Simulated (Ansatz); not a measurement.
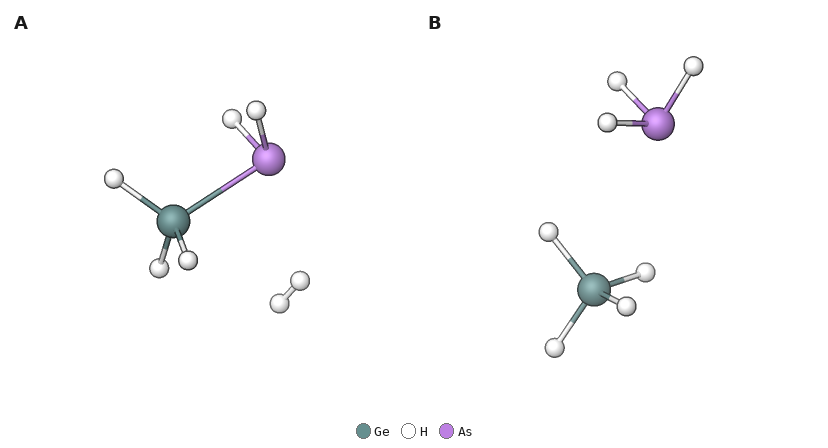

2 stationary structures of one formula. Geometries: PBE0-D4/def2-TZVP. Electronic energies: CCSD(T)/CBS (MP2 limit from def2-TZVPP and def2-QZVPP plus CCSD(T) − MP2) (Ansatz 0.2.0), without zero-point energy. Each is one conformer, not always the lowest.

> Rank them by energy, lowest first.

A is lowest (a saddle point of order 1); B lies 15.0 kJ/mol above it (a minimum).

Give E(B) − E(A) in kJ/mol at these levels too: r2SCAN0-D4/def2-TZVPP; PBE-D4/STO-3G; CAM-B3LYP-D4/def2-TZVPP; RHF-CCSD(T) (frozen core)/def2-SVP; B97M-V/def2-TZVPP; B3LYP-D4/6-31G; SPW92 (LDA)/def2-SVP; r2SCAN-D4/def2-TZVPP.

```tsv
level	E(B) − E(A) (kJ/mol)
r2SCAN0-D4/def2-TZVPP	+15.3
PBE-D4/STO-3G	+14.5
CAM-B3LYP-D4/def2-TZVPP	+6.3
RHF-CCSD(T) (frozen core)/def2-SVP	−3.1
B97M-V/def2-TZVPP	+0.7
B3LYP-D4/6-31G	+22.0
SPW92 (LDA)/def2-SVP	+6.0
r2SCAN-D4/def2-TZVPP	+16.7
```
